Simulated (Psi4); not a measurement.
# InHCl2 (SMILES [Cl][InH][Cl]) at MN15/def2-TZVP (core potential, sweep point 7)

What is the vertical ionisation energy of InHCl2 at MN15/def2-TZVP (core potential, sweep point 7)? Input form: a Python script.

Program for the calculation: Psi4 1.11.

4 further runs of the same task are left out: 4 set aside as unsound or not needed.

## (1) The structure to begin with

InHCl2 has 4 atoms, charge 0, and is taken as a singlet. SMILES: `[Cl][InH][Cl]`. The coordinates come from a PBE0-D4/def2-TZVP relaxation.

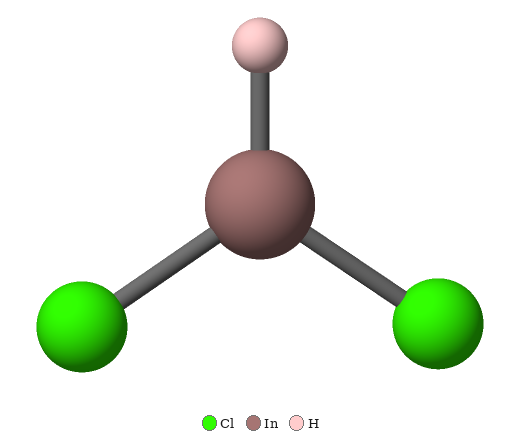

Viewed from a chosen angle; chlorine green, indium brown, hydrogen pink.

## (2) The energy at MN15/def2-TZVP (core potential, sweep point 7)

job.py reads:

```python
import psi4

psi4.set_memory(1600000000)
psi4.set_num_threads(1)
psi4.set_output_file('cl2hin.out', False)

molecule = psi4.geometry("""
0 1
Cl    -1.807300     0.708800    -0.992600
In     0.149700     0.132200     0.095600
Cl     0.538000    -2.146000     0.019800
H      1.175200     1.244600     0.856900
units angstrom
symmetry c1
""")

options = {'reference': 'rks', 'puream': True, 'scf_type': 'pk', 'dft_radial_points': 150, 'dft_spherical_points': 974}
psi4.set_options(options)

result, w = psi4.energy('mn15/def2-TZVP', molecule=molecule, return_wfn=True)
print('E =', round(result, 9))
```

Started as:

```
$ python job.py
```

cl2hin.out:

```text
[...]
    !!!  WARNING: ECP capability is in beta. Please check occupations closely.  !!!
[...]
  Running in c1 symmetry.
[...]
  Nuclear repulsion =  214.953731184277160
[...]
  Multiplicity = 1
[...]
  Nalpha       = 28
  Nbeta        = 28
[...]
    Number of basis functions: 130
[...]
   @RKS iter   1: -1110.52157833446199   -1.00608e+00   5.03612e-03 DIIS/ADIIS
[...]
   @RKS iter   8: -1110.65156029036461   -2.55486e-08   3.69069e-07 DIIS
[...]
    Orbital Energies [Eh]
    ---------------------
    Doubly Occupied:
       1A   -100.332725     2A   -100.332717     3A     -9.155631
       4A     -9.155614     5A     -7.172854     6A     -7.172849
       7A     -7.166367     8A     -7.166361     9A     -7.164992
      10A     -7.164985    11A     -4.588370    12A     -3.075539
      13A     -3.063734    14A     -3.061124    15A     -0.884918
      16A     -0.883724    17A     -0.863717    18A     -0.862897
      19A     -0.861272    20A     -0.821739    21A     -0.801960
      22A     -0.500801    23A     -0.404056    24A     -0.397924
      25A     -0.377739    26A     -0.363022    27A     -0.357003
      28A     -0.355455
[...]
  @RKS Final Energy: -1110.65156029036461
   => Energetics <=
    Nuclear Repulsion Energy =            214.9537311842771601
    One-Electron Energy =               -2035.4567965723917951
    Two-Electron Energy =                 751.5573729010825446
    DFT Exchange-Correlation Energy =     -41.7058678033324099
    Empirical Dispersion Energy =           0.0000000000000000
    VV10 Nonlocal Energy =                  0.0000000000000000
    Total Energy =                      -1110.6515602903646140
[...]
 Multipole Moments:
 ------------------------------------------------------------------------------------
     Multipole            Electronic (a.u.)      Nuclear  (a.u.)        Total (a.u.)
 ------------------------------------------------------------------------------------
 L = 1.  Multiply by 2.5417464519 to convert [e a0] to [Debye]
 Dipole X            :         18.4328763          -17.8102192            0.6226571
 Dipole Y            :         19.9945832          -19.3190719            0.6755113
 Dipole Z            :         13.6768917          -13.2149844            0.4619073
 Magnitude           :                                                    1.0282878
[...]
```

Standard output:

```text
E = -1110.65156029
```

It took 34 s on 1 thread of Intel Xeon 6975P-C (Granite Rapids), shared host; peak memory 0.93 GiB.

## (3) The doublet cation

cl2hin.py reads:

```python
import psi4

psi4.set_memory(1600000000)
psi4.set_num_threads(1)
psi4.set_output_file('output.dat', False)

molecule = psi4.geometry("""
1 2
Cl    -1.807300     0.708800    -0.992600
In     0.149700     0.132200     0.095600
Cl     0.538000    -2.146000     0.019800
H      1.175200     1.244600     0.856900
units angstrom
symmetry c1
""")

options = {'basis': 'def2-TZVP', 'reference': 'uks', 'puream': True, 'scf_type': 'pk', 'dft_radial_points': 150, 'dft_spherical_points': 974, 'maxiter': 150}
psi4.set_options(options)

e = psi4.energy("mn15")
print('E =', round(e, 9))
```

Started as:

```
$ python cl2hin.py
```

output.dat:

```text
[...]
    !!!  WARNING: ECP capability is in beta. Please check occupations closely.  !!!
[...]
  Running in c1 symmetry.
[...]
  Nuclear repulsion =  214.953731184277160
[...]
  Multiplicity = 2
[...]
  Nalpha       = 28
  Nbeta        = 27
[...]
    Number of basis functions: 130
[...]
   @UKS iter   1: -1110.16867061640437   -6.53176e-01   4.07853e-03 ADIIS/DIIS
[...]
   @UKS iter  15: -1110.23843776532999   -1.41916e-07   7.12066e-07 DIIS
[...]
   @S^2 Observed:                7.602868673E-01
[...]
    Orbital Energies [Eh]
    ---------------------
    Alpha Occupied:
       1A   -100.588200     2A   -100.588148     3A     -9.408786
       4A     -9.408731     5A     -7.428721     6A     -7.428670
       7A     -7.419771     8A     -7.419711     9A     -7.415426
      10A     -7.415375    11A     -4.815749    12A     -3.300462
      13A     -3.291752    14A     -3.289925    15A     -1.118721
      16A     -1.115279    17A     -1.091632    18A     -1.088381
      19A     -1.086842    20A     -1.056816    21A     -1.039059
      22A     -0.727864    23A     -0.636486    24A     -0.635953
      25A     -0.606878    26A     -0.598512    27A     -0.595568
      28A     -0.594755
    Alpha Virtual:
[...]
  @UKS Final Energy: -1110.23843776532999
   => Energetics <=
    Nuclear Repulsion Energy =            214.9537311842771601
    One-Electron Energy =               -2022.1672778647116502
    Two-Electron Energy =                 738.4830332606835555
    DFT Exchange-Correlation Energy =     -41.5079243455791698
    Empirical Dispersion Energy =           0.0000000000000000
    VV10 Nonlocal Energy =                  0.0000000000000000
    Total Energy =                      -1110.2384377653299907
[...]
 Multipole Moments:
 ------------------------------------------------------------------------------------
     Multipole            Electronic (a.u.)      Nuclear  (a.u.)        Total (a.u.)
 ------------------------------------------------------------------------------------
 L = 1.  Multiply by 2.5417464519 to convert [e a0] to [Debye]
 Dipole X            :         18.2327526          -17.8102192            0.4225334
 Dipole Y            :         19.7777287          -19.3190719            0.4586568
 Dipole Z            :         13.5282520          -13.2149844            0.3132676
 Magnitude           :                                                    0.6978805
[...]
```

Standard output:

```text
E = -1110.238437765
```

It took 82 s on 1 thread of Intel Xeon 6975P-C (Granite Rapids), shared host; peak memory 0.93 GiB.

## (4) Outcome

At MN15/def2-TZVP (core potential, sweep point 7):

| quantity | value |
| --- | --- |
| singlet InHCl2: total energy | -1110.65156 Eh |
| singlet InHCl2: dipole moment | 2.61 D |
| singlet InHCl2: HOMO energy | -9.67 eV |
| singlet InHCl2: LUMO energy | -1.55 eV |
| singlet InHCl2: HOMO–LUMO gap | 8.12 eV |
| doublet cation: total energy | -1110.23844 Eh |
| doublet cation: HOMO energy (highest over α and β) | -15.00 eV |
| doublet cation: LUMO energy (lowest over α and β) | -12.80 eV |
| doublet cation: ⟨S²⟩ | 0.760 |
| vertical ionisation energy (to the doublet cation) | 11.242 eV |

In words: Removing an electron at fixed nuclei costs 11.24 eV (259 kcal/mol). The negative HOMO energy of the first species, 9.67 eV, lies 1.57 eV below that difference.
